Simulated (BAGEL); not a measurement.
# HF/def2-SVP (density fitting with qzvpp-jkfit) run of C3H4N2 (SMILES C1=NC=NC1)

What is the energy change on altering one bond length of C3H4N2 at HF/def2-SVP (density fitting with qzvpp-jkfit)? 

Program for the calculation: BAGEL 1.2.2.

1 further run of the same task is left out (set aside as unsound or not needed). Runs told in other sessions of the task aren't counted.

**1. Starting point**

C3H4N2 has 9 atoms, charge 0, and is taken as a singlet. SMILES: `C1=NC=NC1`. The coordinates come from a GFN2-xTB relaxation.

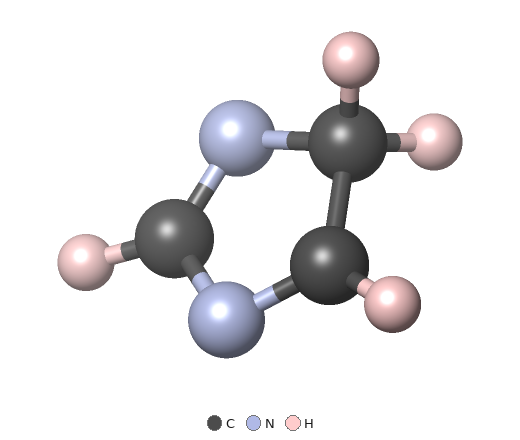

The structure, seen from a chosen angle (carbon dark grey, nitrogen light blue, hydrogen pink).

**2. A single-point energy at HF/def2-SVP (density fitting with qzvpp-jkfit)**

File calc.json:

```json
{ "bagel" : [

{
  "title" : "molecule",
  "basis" : "svp",
  "df_basis" : "qzvpp-jkfit",
  "angstrom" : "true",
  "geometry" : [
    { "atom" : "C", "xyz" : [      -0.439320,       0.876870,      -0.356850 ] },
    { "atom" : "N", "xyz" : [       0.750210,       0.818850,      -0.822370 ] },
    { "atom" : "C", "xyz" : [       1.274490,      -0.370400,      -0.307560 ] },
    { "atom" : "N", "xyz" : [       0.500070,      -1.052400,       0.439960 ] },
    { "atom" : "C", "xyz" : [      -0.730260,      -0.316020,       0.503290 ] },
    { "atom" : "H", "xyz" : [      -1.115860,       1.683280,      -0.569960 ] },
    { "atom" : "H", "xyz" : [       2.279040,      -0.664130,      -0.549710 ] },
    { "atom" : "H", "xyz" : [      -0.962660,      -0.052300,       1.537460 ] },
    { "atom" : "H", "xyz" : [      -1.555700,      -0.923760,       0.125740 ] }
  ]
},

{ "title" : "hf" },

{ "title" : "print", "file" : "orbitals.molden", "orbitals" : "true" }

]}
```

Launch:

```bash
$ BAGEL_NUM_THREADS=1 BAGEL calc.json > calc.out
```

Output:

```text
* using 1 threads per process

  ===============================================================
  ===============================================================

  *** Geometry ***

  { "atom" : "C", "xyz" : [     -0.830194,      1.657044,     -0.674349 ] },
  { "atom" : "N", "xyz" : [      1.417691,      1.547402,     -1.554054 ] },
  { "atom" : "C", "xyz" : [      2.408437,     -0.699955,     -0.581204 ] },
  { "atom" : "N", "xyz" : [      0.944995,     -1.988748,      0.831404 ] },
  { "atom" : "C", "xyz" : [     -1.379991,     -0.597191,      0.951080 ] },
  { "atom" : "H", "xyz" : [     -2.108670,      3.180938,     -1.077068 ] },
  { "atom" : "H", "xyz" : [      4.306761,     -1.255024,     -1.038801 ] },
  { "atom" : "H", "xyz" : [     -1.819164,     -0.098833,      2.905378 ] },
  { "atom" : "H", "xyz" : [     -2.939847,     -1.745653,      0.237614 ] },

  Number of auxiliary basis functions:      451

  Since a DF basis is specified, we compute 2- and 3-index integrals:
    o Being stored without compression. Storage requirement is 0.029 GB

  Number of basis functions:       90
  Number of electrons      :       36

    * METHOD: MOLECULE                             0.35

  *** RHF ***

  === Nuclear Repulsion ===
   162.2462224966

      * DIIS with orbital gradients will be used.

  === RHF iteration (svp) ===
      0       -224.45964736          0.01410723           0.08
      1       -224.58480319          0.00839738           0.08
      2       -224.61935990          0.00175311           0.08
      3       -224.62233485          0.00059797           0.08
      4       -224.62259931          0.00018859           0.08
      5       -224.62266815          0.00009594           0.08
      6       -224.62268290          0.00005405           0.08
      7       -224.62268711          0.00001758           0.08
      8       -224.62268772          0.00000500           0.08
      9       -224.62268775          0.00000226           0.08
     10       -224.62268776          0.00000056           0.08
     11       -224.62268776          0.00000026           0.08
     12       -224.62268776          0.00000008           0.08
     13       -224.62268776          0.00000003           0.08
     14       -224.62268776          0.00000002           0.08
     15       -224.62268776          0.00000001           0.08
    * SCF iteration converged.

    * Permanent dipole moment:
           (    0.809817,    -0.332174,    -0.136050) a.u.

    * METHOD: HF                                   1.50

    * METHOD: PRINT                                0.03

  ===============================================================
```

Wall time 2 s (1 thread of Arm Neoverse N1, shared host); peak memory 0.12 GiB.

**3. The distorted shape at the same level**

File hf.json:

```json
{ "bagel" : [

{
  "title" : "molecule",
  "basis" : "svp",
  "df_basis" : "qzvpp-jkfit",
  "angstrom" : "true",
  "geometry" : [
    { "atom" : "C", "xyz" : [       0.221000,       1.363039,      -0.054825 ] },
    { "atom" : "N", "xyz" : [       1.410530,       1.305019,      -0.520345 ] },
    { "atom" : "C", "xyz" : [       1.934810,       0.115769,      -0.005535 ] },
    { "atom" : "N", "xyz" : [       1.160390,      -0.566231,       0.741985 ] },
    { "atom" : "C", "xyz" : [      -0.069940,       0.170149,       0.805315 ] },
    { "atom" : "H", "xyz" : [      -0.455540,       2.169449,      -0.267935 ] },
    { "atom" : "H", "xyz" : [       2.939360,      -0.177961,      -0.247685 ] },
    { "atom" : "H", "xyz" : [      -0.302340,       0.433869,       1.839485 ] },
    { "atom" : "H", "xyz" : [      -1.555700,      -0.923760,       0.125740 ] }
  ]
},

{
  "title" : "hf"
},

{
  "title" : "print",
  "file" : "orbitals.molden",
  "orbitals" : "true"
}

]}
```

Launch:

```bash
$ BAGEL_NUM_THREADS=1 BAGEL hf.json > hf.out
```

Output:

```text
* using 1 threads per process

  ===============================================================
  ===============================================================

  *** Geometry ***

  { "atom" : "C", "xyz" : [      0.417629,      2.575770,     -0.103604 ] },
  { "atom" : "N", "xyz" : [      2.665515,      2.466128,     -0.983310 ] },
  { "atom" : "C", "xyz" : [      3.656261,      0.218772,     -0.010460 ] },
  { "atom" : "N", "xyz" : [      2.192819,     -1.070022,      1.402148 ] },
  { "atom" : "C", "xyz" : [     -0.132167,      0.321535,      1.521825 ] },
  { "atom" : "H", "xyz" : [     -0.860846,      4.099664,     -0.506324 ] },
  { "atom" : "H", "xyz" : [      5.554585,     -0.336298,     -0.468057 ] },
  { "atom" : "H", "xyz" : [     -0.571340,      0.819894,      3.476123 ] },
  { "atom" : "H", "xyz" : [     -2.939847,     -1.745653,      0.237614 ] },

  Number of auxiliary basis functions:      451

  Since a DF basis is specified, we compute 2- and 3-index integrals:
    o Being stored without compression. Storage requirement is 0.029 GB

  Number of basis functions:       90
  Number of electrons      :       36

    * METHOD: MOLECULE                             0.35

  *** RHF ***

  === Nuclear Repulsion ===
   159.5333921190

      * DIIS with orbital gradients will be used.

  === RHF iteration (svp) ===
      0       -224.27859108          0.01492653           0.08
      1       -224.43112524          0.00933635           0.08
      2       -224.47756369          0.00179862           0.08
      3       -224.48127505          0.00058841           0.08
      4       -224.48156250          0.00020918           0.08
      5       -224.48162874          0.00008797           0.08
      6       -224.48164277          0.00005210           0.08
      7       -224.48164723          0.00001904           0.08
      8       -224.48164809          0.00001005           0.08
      9       -224.48164824          0.00000348           0.08
     10       -224.48164826          0.00000106           0.08
     11       -224.48164827          0.00000062           0.08
     12       -224.48164827          0.00000021           0.08
     13       -224.48164827          0.00000010           0.08
     14       -224.48164827          0.00000004           0.08
     15       -224.48164827          0.00000002           0.08
     16       -224.48164827          0.00000001           0.08
    * SCF iteration converged.

    * Permanent dipole moment:
           (    0.515113,    -0.487541,    -0.170947) a.u.

    * METHOD: HF                                   1.59

    * METHOD: PRINT                                0.03

  ===============================================================
```

Run time: 2.1 s. Hardware: 1 thread of Arm Neoverse N1, shared host; peak memory 0.12 GiB.

**4. Results**

At HF/def2-SVP (density fitting with qzvpp-jkfit):

| quantity | value |
| --- | --- |
| first shape: total energy | -224.62269 Eh |
| first shape: dipole moment | 2.25 D |
| first shape: HOMO energy | -10.74 eV |
| first shape: LUMO energy | 2.61 eV |
| first shape: HOMO–LUMO gap | 13.35 eV |
| distorted shape: total energy | -224.48165 Eh |
| distorted shape: dipole moment | 1.85 D |
| distorted shape: HOMO energy | -10.51 eV |
| distorted shape: LUMO energy | 0.20 eV |
| distorted shape: HOMO–LUMO gap | 10.71 eV |
| energy change with the C5–H9 bond stretched from 1.092 to 1.966 Å | 3.838 eV |

In words: With the C5–H9 bond stretched from 1.092 to 1.966 Å the energy rises by 3.84 eV (89 kcal/mol). The first shape isn't relaxed at this level, so the change isn't measured from a minimum. A restricted reference can't describe the breaking bond well at this length.
